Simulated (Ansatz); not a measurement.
Nudged elastic band, with input and output: C₂H₈AlNSSi

System: C₂H₈AlNSSi.
Method: RKS r2SCANh/6-31G (Ansatz 0.2.0).

One setting was made poor on purpose. It belongs to a series of runs on one base structure; here: band between the two ends. Figures and captions count atoms from 1; the log counts them from 0 in places.

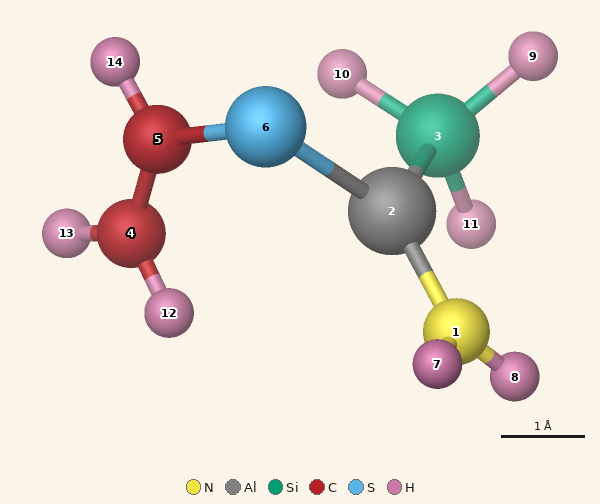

The input geometry (ball-and-stick view, seen at a tilt; atoms are numbered from 1 in the order of the input). Sticks mark near contacts.

## Results in brief

```tsv
quantity	value
outcome	converged
barrier, forward	0.547 eV
barrier, backward	0.057 eV
hardware	2 threads of Arm Neoverse V2, 24 GiB of memory available, shared host
wall time	3.6 min (CPU time 7.1 min)
peak memory	0.25 GiB
```

A deliberately poor setting: loose force. The order of the saddle point was not checked.

## Input file
```yaml
crystal:
  periodic: [false, false, false]
  atoms:
    - { symbol: "N", position_ang: [-1.475061, -2.084907, -0.442253] }
    - { symbol: Al, position_ang: [-0.63238, -0.761297, 0.411243] }
    - { symbol: Si, position_ang: [1.65344, -0.955407, 1.242397] }
    - { symbol: C, position_ang: [-0.092101, 1.879405, -1.350297] }
    - { symbol: C, position_ang: [-0.584895, 2.158148, -0.133547] }
    - { symbol: S, position_ang: [-1.853871, 1.140529, 0.741104] }
    - { symbol: H, position_ang: [-2.416575, -2.010648, -0.799436] }
    - { symbol: H, position_ang: [-1.068563, -2.986852, -0.643198] }
    - { symbol: H, position_ang: [1.66845, -1.5307, 2.633845] }
    - { symbol: H, position_ang: [2.33803, 0.380531, 1.301465] }
    - { symbol: H, position_ang: [2.496695, -1.862699, 0.385835] }
    - { symbol: H, position_ang: [-0.439928, 1.044369, -1.960731] }
    - { symbol: H, position_ang: [0.663098, 2.528323, -1.790189] }
    - { symbol: H, position_ang: [-0.269342, 3.031906, 0.432362] }
basis:
  gaussian: { orbitals: "6-31G" }
hamiltonian:
  xc: r2scanh
neb:
  order_check: false
  images: 5
  f_tol: 0.2
  max_iterations: 27
  final_atoms:
    - { symbol: "N", position_ang: [-1.33781136, -1.43605264, -0.15223874] }
    - { symbol: Al, position_ang: [0.10320523, -0.40437829, 0.038448] }
    - { symbol: Si, position_ang: [2.21544299, -1.23681004, 0.9568225] }
    - { symbol: C, position_ang: [-0.12181431, 1.52668947, -0.56224292] }
    - { symbol: C, position_ang: [-1.541338, 1.82025404, -0.50680241] }
    - { symbol: S, position_ang: [-2.67386224, 1.55743131, -1.73412015] }
    - { symbol: H, position_ang: [-2.20439612, -1.0893244, -0.54648042] }
    - { symbol: H, position_ang: [-1.39199265, -2.41942263, 0.07130755] }
    - { symbol: H, position_ang: [2.51660654, -0.60932992, 2.29174767] }
    - { symbol: H, position_ang: [3.37331376, -0.91395198, 0.05171533] }
    - { symbol: H, position_ang: [2.19662263, -2.72771567, 1.1539891] }
    - { symbol: H, position_ang: [0.27892492, 1.53780367, -1.58329367] }
    - { symbol: H, position_ang: [0.48307263, 2.15081517, 0.10509123] }
    - { symbol: H, position_ang: [-1.90897701, 2.21469291, 0.44465692] }
  initial_path:
    images:
      - { positions_ang: [[-1.475061, -2.084907, -0.442253], [-0.63238, -0.761297, 0.411243], [1.65344, -0.955407, 1.242397], [-0.092101, 1.879405, -1.350297], [-0.584895, 2.158148, -0.133547], [-1.853871, 1.140529, 0.741104], [-2.416575, -2.010648, -0.799436], [-1.068563, -2.986852, -0.643198], [1.66845, -1.5307, 2.633845], [2.33803, 0.380531, 1.301465], [2.496695, -1.862699, 0.385835], [-0.439928, 1.044369, -1.960731], [0.663098, 2.528323, -1.790189], [-0.269342, 3.031906, 0.432362]] }
      - { positions_ang: [[-1.30776829, -2.07710613, -0.67385051], [-0.43218398, -0.69503673, 0.14411353], [1.66415929, -0.96743112, 1.20347096], [-0.19987469, 1.69261006, -1.19974141], [-0.66171959, 2.16172507, -0.0182772], [-1.9562277, 1.49166376, 0.74990731], [-2.2690322, -1.9757469, -0.80915159], [-0.91389359, -2.95074733, -0.67324025], [1.58819248, -1.13100598, 2.57476474], [2.553172, 0.10426767, 1.07532006], [2.27927178, -2.05646968, 0.70646586], [-0.72093632, 1.13189659, -1.86723987], [0.58190303, 2.26981421, -1.68510946], [-0.21806522, 2.97226749, 0.50116783]] }
      - { positions_ang: [[-1.14047558, -2.06930525, -0.90544802], [-0.23198795, -0.62877646, -0.12301595], [1.67487858, -0.97945523, 1.16454492], [-0.30764839, 1.50581513, -1.04918582], [-0.73854417, 2.16530215, 0.0969926], [-2.05858441, 1.84279852, 0.75871063], [-2.12148939, -1.9408458, -0.81886719], [-0.75922418, -2.91464265, -0.7032825], [1.50793496, -0.73131195, 2.51568448], [2.76831399, -0.17199567, 0.84917512], [2.06184857, -2.25024035, 1.02709672], [-1.00194464, 1.21942418, -1.77374874], [0.50070807, 2.01130542, -1.58002991], [-0.16678845, 2.91262897, 0.56997367]] }
      - { positions_ang: [[-0.97318287, -2.06150438, -1.13704553], [-0.03179193, -0.5625162, -0.39014542], [1.68559787, -0.99147935, 1.12561887], [-0.41542208, 1.31902019, -0.89863023], [-0.81536876, 2.16887922, 0.2122624], [-2.16094111, 2.19393328, 0.76751394], [-1.97394659, -1.9059447, -0.82858278], [-0.60455477, -2.87853798, -0.73332474], [1.42767744, -0.33161793, 2.45660422], [2.98345599, -0.448259, 0.62303018], [1.84442535, -2.44401103, 1.34772759], [-1.28295297, 1.30695178, -1.68025762], [0.4195131, 1.75279663, -1.47495037], [-0.11551167, 2.85299046, 0.6387795]] }
      - { positions_ang: [[-1.0947257, -1.85302046, -0.8087766], [0.01320712, -0.50980356, -0.24728095], [1.86221291, -1.07325624, 1.06935342], [-0.31755282, 1.38824328, -0.78650113], [-1.05735851, 2.05267083, -0.02742587], [-2.33191482, 1.98176595, -0.06636409], [-2.0507631, -1.63373793, -0.73454866], [-0.86703406, -2.72549953, -0.46511398], [1.79065381, -0.42418859, 2.40165203], [3.11340858, -0.60348999, 0.43259189], [1.96182444, -2.53857924, 1.28314809], [-0.762327, 1.38390241, -1.6479363], [0.44069961, 1.88546947, -0.94826984], [-0.71333345, 2.64022461, 0.57407197]] }
      - { positions_ang: [[-1.21626853, -1.64453655, -0.48050767], [0.05820618, -0.45709093, -0.10441647], [2.03882795, -1.15503314, 1.01308796], [-0.21968357, 1.45746638, -0.67437202], [-1.29934826, 1.93646243, -0.26711414], [-2.50288853, 1.76959863, -0.90024212], [-2.12757961, -1.36153116, -0.64051454], [-1.12951336, -2.57246108, -0.19690321], [2.15363017, -0.51675926, 2.34669985], [3.24336117, -0.75872099, 0.24215361], [2.07922353, -2.63314746, 1.2185686], [-0.24170104, 1.46085304, -1.61561499], [0.46188612, 2.01814232, -0.4215893], [-1.31115523, 2.42745876, 0.50936445]] }
      - { positions_ang: [[-1.33781136, -1.43605264, -0.15223874], [0.10320523, -0.40437829, 0.038448], [2.21544299, -1.23681004, 0.9568225], [-0.12181431, 1.52668947, -0.56224292], [-1.541338, 1.82025404, -0.50680241], [-2.67386224, 1.55743131, -1.73412015], [-2.20439612, -1.0893244, -0.54648042], [-1.39199265, -2.41942263, 0.07130755], [2.51660654, -0.60932992, 2.29174767], [3.37331376, -0.91395198, 0.05171533], [2.19662263, -2.72771567, 1.1539891], [0.27892492, 1.53780367, -1.58329367], [0.48307263, 2.15081517, 0.10509123], [-1.90897701, 2.21469291, 0.44465692]] }
```

Command:
```bash
ansatz run input.yaml --threads 2 --pin off --max-ram 3072MiB --backend cpu --events-out ev --progress --plain --runs-dir out
```

## Output
```
Engine: ansatz 0.2.0, aarch64-unknown-linux-gnu
Functional definition: r2SCANh
  parameter a = 0.1
  parameter k0 = 0.174
  parameter k1 = 0.065
  parameter a1 = 4.9479
  exchange = (1 - a)*r2scan_x(k0 = k0, k1 = k1, a1 = a1) + a*exact_x
  correlation = r2scan_c
1131 factors; integrals over basis functions are off by at most 1.9e-4 eV
mean field evaluation 1: about -28987.7991 eV, gradient 6.3e1 eV
mean field evaluation 2: about -28963.4126 eV, gradient 1.1e2 eV
mean field evaluation 4: about -28996.6918 eV, gradient 6.5e0 eV
mean field evaluation 8: about -28996.8124 eV, gradient 2.9e-1 eV
mean field evaluation 16: about -28996.8126 eV, gradient 2.0e-5 eV
mean field -28996.81262451 eV, -1065.6132092053 hartree, gradient 2.0e-5 eV, S^2 0.000000; 0 other end points of the search recorded, 0 dependent functions left out
the calculation of the forces begins
reference -28996.81263741 eV, -1065.6132096794 hartree; 35, 35 occupied and 47, 47 virtual orbitals, 1131 factors
1131 factors; integrals over basis functions are off by at most 2.0e-4 eV
mean field evaluation 32: about -28996.3219 eV, gradient 8.6e-5 eV
mean field -28996.32189428 eV, -1065.5951752020 hartree, gradient 8.6e-5 eV, S^2 0.000000; 0 other end points of the search recorded, 0 dependent functions left out
[... from here on the field's lines of each further geometry are left out, up to the last ...]
NEB iter   1: max|band force component| = 4.519e1 eV/Å  barrier→ = 11.2571 eV  barrier← = 10.7664 eV  Δτ_max = 0.2000 Å  (184 SCF iters)
NEB iter   2: max|band force component| = 1.801e1 eV/Å  barrier→ = 3.5357 eV  barrier← = 3.0450 eV  Δτ_max = 0.2000 Å  (166 SCF iters)
NEB iter   3: max|band force component| = 8.188e0 eV/Å  barrier→ = 1.3477 eV  barrier← = 0.8570 eV  Δτ_max = 0.1999 Å  (161 SCF iters)
NEB iter   4: max|band force component| = 1.886e0 eV/Å  barrier→ = 0.9765 eV  barrier← = 0.4858 eV  Δτ_max = 0.1900 Å  (157 SCF iters)
NEB iter   5: max|band force component| = 1.027e0 eV/Å  barrier→ = 0.6812 eV  barrier← = 0.1905 eV  Δτ_max = 0.2000 Å  (148 SCF iters)
NEB iter   6: max|band force component| = 6.632e-1 eV/Å  barrier→ = 0.5688 eV  barrier← = 0.0781 eV  Δτ_max = 0.0936 Å  (147 SCF iters)
NEB iter   7: max|band force component| = 3.963e-1 eV/Å  barrier→ = 0.5522 eV  barrier← = 0.0615 eV  CI = image 3  Δτ_max = 0.1008 Å  (143 SCF iters)
the calculation of the forces begins
reference -28996.30777230 eV, -1065.5946562288 hartree; 35, 35 occupied and 47, 47 virtual orbitals, 1131 factors
1131 factors; integrals over basis functions are off by at most 1.8e-4 eV
mean field evaluation 448: about -28996.2648 eV, gradient 4.6e-1 eV
mean field -28996.26533951 eV, -1065.5930968526 hartree, gradient 1.5e-5 eV, S^2 0.000000; 1 other end points of the search recorded, 0 dependent functions left out
the calculation of the forces begins
reference -28996.26535253 eV, -1065.5930973308 hartree; 35, 35 occupied and 47, 47 virtual orbitals, 1131 factors
NEB iter   8: max|band force component| = 1.617e-1 eV/Å  barrier→ = 0.5473 eV  barrier← = 0.0566 eV  CI = image 3  Δτ_max = 0.0000 Å  (285 SCF iters)
```

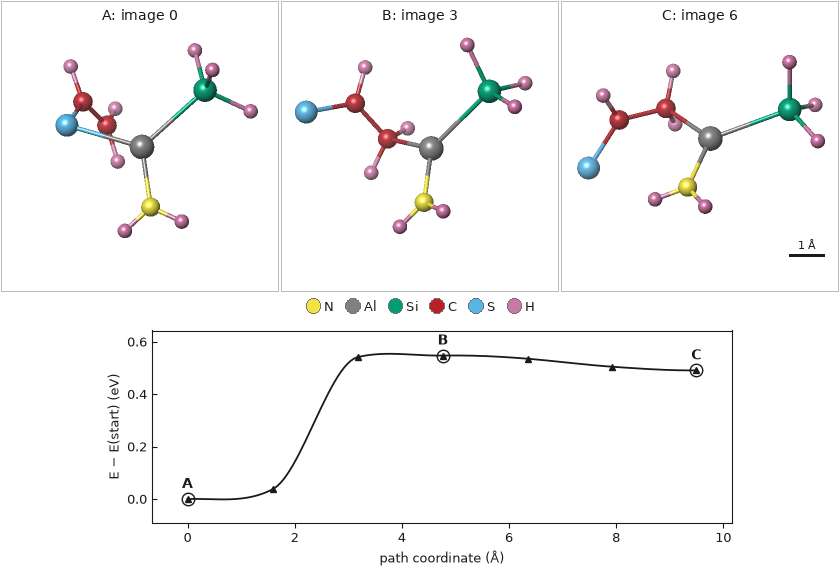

Images of the last band (counted from 0; ball-and-stick, seen at a tilt) above the energy along the path; the line is a cubic interpolation that uses the forces. The highest image is number 3, 0.547 eV above the start and 0.057 eV above the end (the climbing image); the end lies 0.491 eV above the start. The path is 9.49 Å long. The band converged in 8 iterations. The end points carry forces over 0.1 eV/Å, so they aren't fully relaxed minima and the barriers are approximate.

```
Total energy: -28996.26535253 eV, -1065.5930973308 hartree
Atom 0 at    -1.096659    -1.802926    -0.856231 Å, force     0.037976    -0.116674     0.034278 eV/Å
Atom 1 at     0.006443    -0.513767    -0.307547 Å, force     0.016166     0.090808     0.033890 eV/Å
Atom 2 at     1.890908    -0.992011     1.179232 Å, force    -0.027173     0.017376    -0.003290 eV/Å
Atom 3 at    -0.439036     1.340671    -0.998343 Å, force    -0.067163     0.132491    -0.021886 eV/Å
Atom 4 at    -0.944359     2.049895     0.172321 Å, force     0.140218    -0.092839    -0.121322 eV/Å
Atom 5 at    -2.531866     2.035284     0.749640 Å, force     0.023819     0.010323     0.017267 eV/Å
Atom 6 at    -1.916440    -1.668873    -1.430719 Å, force    -0.021074     0.040087    -0.011539 eV/Å
Atom 7 at    -0.997966    -2.768062    -0.571830 Å, force    -0.042526    -0.017141    -0.029124 eV/Å
Atom 8 at     1.822979    -0.167377     2.436577 Å, force     0.004699    -0.009232    -0.010556 eV/Å
Atom 9 at     3.205862    -0.676109     0.518635 Å, force     0.010372    -0.001542     0.002878 eV/Å
Atom 10 at     1.929294    -2.439534     1.586061 Å, force     0.008116    -0.001215     0.004694 eV/Å
Atom 11 at    -1.209168     1.170650    -1.758491 Å, force     0.005761    -0.034785     0.013725 eV/Å
Atom 12 at     0.457813     1.799316    -1.431372 Å, force    -0.017884    -0.024819     0.051241 eV/Å
Atom 13 at    -0.190808     2.603544     0.740668 Å, force    -0.071306     0.007162     0.039744 eV/Å
Dipole moment:     0.474566    -0.437008    -0.482347 e Å
this run last wrote the band of iteration 8 to [file]
```

## The last band as extended XYZ (Å, eV, eV/Å)
```
14
Properties=species:S:1:pos:R:3:forces:R:3 image=0 energy=-28996.81262
N    -1.4751   -2.0849   -0.4423    0.0413   0.0275   0.0022
Al   -0.6324   -0.7613    0.4112    0.0135   0.0055   0.0224
Si    1.6534   -0.9554    1.2424    0.0078   0.0038  -0.0103
C    -0.0921    1.8794   -1.3503    0.0352   0.0908   0.0826
C    -0.5849    2.1581   -0.1335   -0.0129  -0.0726  -0.0940
S    -1.8539    1.1405    0.7411    0.0673   0.0749  -0.0503
H    -2.4166   -2.0106   -0.7994   -0.0635   0.0029  -0.0106
H    -1.0686   -2.9869   -0.6432    0.0103  -0.0568  -0.0001
H     1.6684   -1.5307    2.6338    0.0051  -0.0032  -0.0021
H     2.3380    0.3805    1.3015   -0.0101  -0.0045   0.0005
H     2.4967   -1.8627    0.3858   -0.0059   0.0072  -0.0028
H    -0.4399    1.0444   -1.9607    0.0187   0.1087   0.1195
H     0.6631    2.5283   -1.7902   -0.0666  -0.0836   0.0249
H    -0.2693    3.0319    0.4324   -0.0401  -0.1006  -0.0818
14
Properties=species:S:1:pos:R:3:forces:R:3 image=1 energy=-28996.77503
N    -1.2865   -1.8308   -0.7188   -0.0469  -0.0064   0.1791
Al   -0.5309   -0.6744    0.4171   -0.0682   0.1345   0.0179
Si    1.7028   -0.9903    1.3426   -0.0214   0.0086   0.0402
C    -0.3315    1.7261   -1.3203    0.0059   0.0217   0.0877
C    -0.6434    2.0764   -0.0608    0.0518   0.0069  -0.1315
S    -1.8134    1.1504    1.0199    0.0875  -0.1404  -0.0555
H    -2.2182   -1.7128   -1.0907   -0.0326  -0.0292  -0.0355
H    -0.8831   -2.7200   -0.9756    0.0327  -0.0059  -0.1099
H     1.6311   -0.9259    2.8418    0.0418  -0.0252   0.0428
H     2.6825    0.0622    0.9057   -0.0259   0.0193  -0.0303
H     2.2883   -2.3273    0.9753   -0.0105  -0.0090  -0.0052
H    -0.8222    0.9045   -1.8364    0.0036  -0.0101  -0.0245
H     0.4064    2.2888   -1.8816   -0.0063   0.0363  -0.0135
H    -0.1949    2.9439    0.4105   -0.0115  -0.0010   0.0383
14
Properties=species:S:1:pos:R:3:forces:R:3 image=2 energy=-28996.27079
N    -1.1560   -1.8146   -0.8465    0.1248   0.0300   0.0315
Al   -0.1044   -0.4881   -0.2592   -0.0436  -0.0055  -0.0222
Si    1.7684   -0.9453    1.2471   -0.0223   0.0151   0.0421
C    -0.4177    1.3430   -1.1087   -0.0021   0.0687   0.0061
C    -0.7426    2.0765    0.0970    0.1068   0.0126  -0.1203
S    -1.9921    1.6676    1.1731   -0.0495  -0.0574   0.0959
H    -1.9476   -1.7083   -1.4645   -0.0095  -0.0120   0.0018
H    -1.0624   -2.7641   -0.5124   -0.0671  -0.0170  -0.0416
H     1.4214   -0.7347    2.6941   -0.0029   0.0027   0.0127
H     2.9506   -0.0630    0.9476   -0.0096   0.0205  -0.0147
H     2.2453   -2.3667    1.1107   -0.0120  -0.0105  -0.0108
H    -1.2900    1.1039   -1.7295   -0.0100  -0.0204   0.0379
H     0.3955    1.7661   -1.6988   -0.0036  -0.0215  -0.0119
H    -0.0815    2.8984    0.3787    0.0005  -0.0053  -0.0065
14
Properties=species:S:1:pos:R:3:forces:R:3 image=3 energy=-28996.26534
N    -1.0967   -1.8029   -0.8562    0.0380  -0.1167   0.0343
Al    0.0064   -0.5138   -0.3075    0.0162   0.0908   0.0339
Si    1.8909   -0.9920    1.1792   -0.0272   0.0174  -0.0033
C    -0.4390    1.3407   -0.9983   -0.0672   0.1325  -0.0219
C    -0.9444    2.0499    0.1723    0.1402  -0.0928  -0.1213
S    -2.5319    2.0353    0.7496    0.0238   0.0103   0.0173
H    -1.9164   -1.6689   -1.4307   -0.0211   0.0401  -0.0115
H    -0.9980   -2.7681   -0.5718   -0.0425  -0.0171  -0.0291
H     1.8230   -0.1674    2.4366    0.0047  -0.0092  -0.0106
H     3.2059   -0.6761    0.5186    0.0104  -0.0015   0.0029
H     1.9293   -2.4395    1.5861    0.0081  -0.0012   0.0047
H    -1.2092    1.1706   -1.7585    0.0058  -0.0348   0.0137
H     0.4578    1.7993   -1.4314   -0.0179  -0.0248   0.0512
H    -0.1908    2.6035    0.7407   -0.0713   0.0072   0.0397
14
Properties=species:S:1:pos:R:3:forces:R:3 image=4 energy=-28996.27724
N    -1.2043   -1.6491   -0.6034   -0.0183  -0.0409  -0.0127
Al    0.0823   -0.4806   -0.2021   -0.0164  -0.0175   0.0060
Si    2.0400   -1.1015    1.1297   -0.0016  -0.0053  -0.0061
C    -0.2652    1.3752   -0.9482   -0.0573   0.1345   0.0637
C    -1.1940    2.0036   -0.0148    0.1136  -0.0818  -0.1423
S    -2.8782    1.8906   -0.0400   -0.0349  -0.0213  -0.0088
H    -2.0681   -1.3878   -1.0624    0.0120   0.0461   0.0075
H    -1.1990   -2.6299   -0.3621    0.0097  -0.0080   0.0191
H     1.9629   -0.5218    2.5168    0.0002   0.0032  -0.0037
H     3.3198   -0.6009    0.5173    0.0027   0.0019  -0.0025
H     2.1632   -2.5936    1.2753    0.0044  -0.0021   0.0027
H    -0.7213    1.1815   -1.9240   -0.0052  -0.0321  -0.0361
H     0.6877    1.9076   -1.0473   -0.0481  -0.0128   0.0514
H    -0.7387    2.5773    0.7939    0.0391   0.0363   0.0618
14
Properties=species:S:1:pos:R:3:forces:R:3 image=5 energy=-28996.30776
N    -1.2802   -1.5248   -0.4003   -0.0525  -0.0986   0.0286
Al    0.1075   -0.4583   -0.0852    0.0368   0.0356   0.0148
Si    2.1446   -1.1826    1.0605    0.0096  -0.0063  -0.0006
C    -0.1462    1.4390   -0.7677   -0.1134   0.0833   0.0074
C    -1.4194    1.9117   -0.2447    0.1256  -0.0458  -0.0275
S    -2.9469    1.6748   -0.9260   -0.0120  -0.0027  -0.0122
H    -2.1461   -1.1882   -0.8039   -0.0078   0.0670  -0.0288
H    -1.3283   -2.5112   -0.1903    0.0192  -0.0216   0.0065
H     2.2072   -0.5992    2.4474    0.0045  -0.0013  -0.0018
H     3.3794   -0.7188    0.3371    0.0034  -0.0010  -0.0013
H     2.2336   -2.6771    1.1986   -0.0026  -0.0062  -0.0012
H    -0.1607    1.3150   -1.8568    0.0098  -0.0215  -0.0190
H     0.7077    2.0426   -0.4462    0.0099   0.0052   0.0138
H    -1.3653    2.4477    0.7061   -0.0303   0.0140   0.0214
14
Properties=species:S:1:pos:R:3:forces:R:3 image=6 energy=-28996.32189
N    -1.3378   -1.4361   -0.1522    0.0023   0.0078   0.0039
Al    0.1032   -0.4044    0.0384    0.0003   0.0003  -0.0032
Si    2.2154   -1.2368    0.9568    0.0037   0.0000   0.0020
C    -0.1218    1.5267   -0.5622    0.0019   0.0057  -0.0001
C    -1.5413    1.8203   -0.5068   -0.0045   0.0006  -0.0014
S    -2.6739    1.5574   -1.7341    0.0041   0.0004   0.0049
H    -2.2044   -1.0893   -0.5465   -0.0013  -0.0042  -0.0011
H    -1.3920   -2.4194    0.0713   -0.0015  -0.0035  -0.0017
H     2.5166   -0.6093    2.2917   -0.0006  -0.0014  -0.0020
H     3.3733   -0.9140    0.0517   -0.0032  -0.0003   0.0004
H     2.1966   -2.7277    1.1540    0.0001   0.0004   0.0010
H     0.2789    1.5378   -1.5833   -0.0018   0.0001   0.0054
H     0.4831    2.1508    0.1051   -0.0022  -0.0038  -0.0032
H    -1.9090    2.2147    0.4447    0.0028  -0.0022  -0.0049
```
